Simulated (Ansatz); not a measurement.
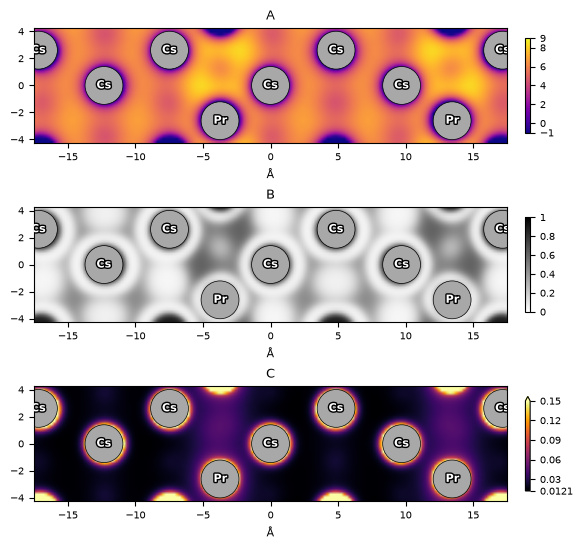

Cs3Pr: 3 fields on the (110) plane of the conventional cell, with unlabelled colour scales. Grey discs cover the atomic cores.

Space group P6₃/mmc; a generated structure, not necessarily the stable one; changed on purpose from its base cell (volume × 1.03, shape and atoms relaxed); computed without spin polarisation; no Hubbard U on the f states and no spin–orbit coupling.

All numbers below come from Ansatz, DFT PBE, scalar-relativistic, plane waves, PAW; 4f electrons in the core of a trivalent norm-conserving potential.

Input file:

```
crystal:
  lattice:
    - [4.5234040037, 0.0, 0.0]
    - [-2.2617020018, 3.9173827788, 0.0]
    - [0.0, 0.0, 34.3406770377]
  atoms:
    - { symbol: Cs, position: [0.3333333333, 0.6666666667, 0.109815451] }
    - { symbol: Cs, position: [0.6666666667, 0.3333333333, 0.609815451] }
    - { symbol: Cs, position: [0.3333333333, 0.6666666667, 0.390184549] }
    - { symbol: Cs, position: [0.6666666667, 0.3333333333, 0.890184549] }
    - { symbol: Cs, position: [0.3333333333, 0.6666666667, 0.75] }
    - { symbol: Cs, position: [0.6666666667, 0.3333333333, 0.25] }
    - { symbol: Pr, position: [0.0, 0.0, 0.0] }
    - { symbol: Pr, position: [0.0, 0.0, 0.5] }
basis:
  ecutwfc: 660
kpoints:
  mp_grid: { grid: [12, 12, 1] }
hamiltonian:
  xc: pbe
  pseudopotentials:
    kind: paw
    azcp: { Pr: "pseudopotentials/pbe/nc/lanthanide_3plus/Pr.nc.azcp" }
scf:
  occupations: { method: gaussian, width: 0.1 }
output:
  forces: true
  stress: true
  eigenvalues: true
  write_density: true
  write_potential: true
  elf: true
  volumetric_format: npy
relax:
  adjacent_minimum: "off"
  f_tol: 0.01
  max_steps: 30
  cell: { stress_tol: 0.1, fix: [volume] }
```

Launched as:

```sh
ansatz run input.yaml --threads 1 --pin off --max-ram 2816MiB --backend cpu --events-out ev --progress --plain --runs-dir out
```

Below, planes, directions and counts refer to the conventional cell (a = 4.52 Å, b = 4.52 Å, c = 34.36 Å, α = 90.00°, β = 90.00°, γ = 120.00°).

The fields are those of the run's last geometry, not of the input's.

Which field does each panel show? The fields are: electron localisation function, electrostatic potential energy of an electron and valence pseudo-density.

Panel A: electrostatic potential energy of an electron (low next to the atoms, rising into the space between them). Panel B: electron localisation function. Panel C: valence pseudo-density. From the grid: Cs–Pr (4.56 Å): ρ at the midpoint is about 0.03 e/Å³; the ELF is about 0.15 at the midpoint: no localised pair shows between them.
